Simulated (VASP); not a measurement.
Band structure of MgB₂ (AlB2 type). Calculation: PW91 GGA, VASP's PBE PAW potentials (set 64) (plane waves; VASP 6.6.1).

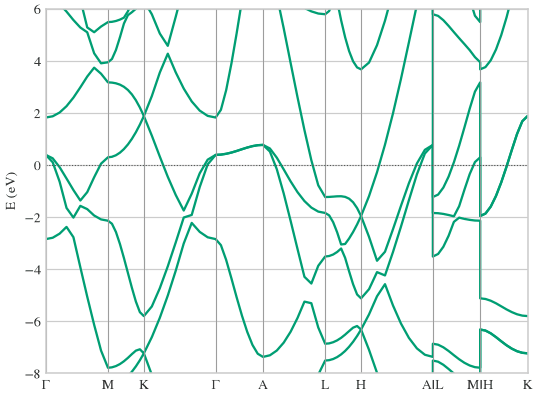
Fig. 1. Bands along high-symmetry lines, zero at the valence-band maximum or, without a gap, the Fermi level

Q: Read the plot: is there a gap, and where are the band edges?

A: It has no gap at this level: it comes out as a metal or semimetal. (Edges off the drawn lines would not show.)

The compound is MgB2 in the AlB2 type structure. It was relaxed first.
